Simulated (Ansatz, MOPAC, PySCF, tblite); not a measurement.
Bond stretch in SMILES [Cl][GeH3] (H₃ClGe). The Ge1–Cl5 bond (Ge1 also carries H, H, H; Cl5 carries nothing else) is stretched with both fragments frozen at the PBE0/def2-TZVP optimised geometry.

```
5

Ge     0.0000     0.0000     0.0000
H      0.0000     1.4641    -0.4511
H     -1.2679    -0.7321    -0.4512
H      1.2679    -0.7320    -0.4513
Cl     0.0000     0.0000     2.1553
```

Levels of theory: AM1, restricted, heats of formation (MOPAC); RKS-B3LYP/6-31G* = restricted B3LYP/6-31G*, spherical d (PySCF); RKS-PBE = restricted PBE/cc-pVDZ run with Ansatz (a first-principles code); RMP2 = MP2 on RHF/cc-pVDZ, 14 core orbitals frozen in PySCF; GFN2-xTB, 300 K electronic temperature (tblite).

Energies are in mEh, each relative to the lowest point of its own curve near equilibrium.

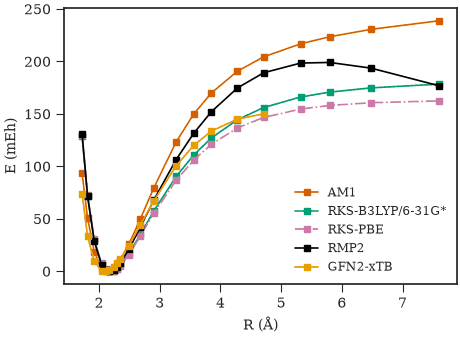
Fig. 1. Energy against bond length for each method.

```tsv
R / Å	AM1	RKS-B3LYP/6-31G*	RKS-PBE	RMP2	GFN2-xTB
1.72	93.4	128.6	130.4	130.9	74.1
1.81	50.7	71.4	72.7	71.8	33.6
1.92	18.9	29.7	30.4	28.9	9.7
2.04	2.9	7.3	7.6	6.5	0.6
2.11	0.0	1.6	1.8	1.2	0.0
2.16	0.1	0.0	0.0	0.0	1.0
2.24	3.0	0.5	0.3	1.3	4.4
2.29	6.2	2.3	2.0	3.8	7.5
2.35	11.1	5.6	5.1	7.9	11.9
2.49	25.8	16.7	15.8	20.9	24.4
2.68	49.9	35.2	33.7	42.2	44.0
2.90	79.3	57.4	55.1	67.8	67.1
3.27	123.4	90.4	86.7	106.5	100.7
3.56	149.9	110.9	106.1	131.6	120.0
3.85	170.0	127.1	121.0	152.1	133.7
4.28	190.7	144.5	136.7	174.7	145.0
4.71	204.3	156.1	146.6	189.2	150.1
5.32	216.8	166.1	154.6	198.4	—
5.80	223.5	170.8	158.0	199.0	—
6.48	230.6	174.8	160.7	193.6	—
7.60	238.7	178.4	162.4	176.9	—
```

At the longest distance, 7.60 Å, AM1 lies highest above its minimum (238.7 mEh) and RKS-PBE lowest (162.4 mEh).

The RMP2 curve passes through a maximum at 5.80 Å and then falls by 22.2 mEh up to the last usable point.

A dash means that the run gave no value there, or that the column was ended at a point which the program doubted or which failed a test of continuity chosen for this set; such a test can also cut sound points.

The restricted form behind AM1, RKS-B3LYP/6-31G*, RKS-PBE, RMP2 keeps the bonding electrons paired and can't separate into open-shell fragments. The T1 diagnostic of CCSD on the restricted reference of RMP2 exceeds 0.045 at 3.85 to 7.60 Å.
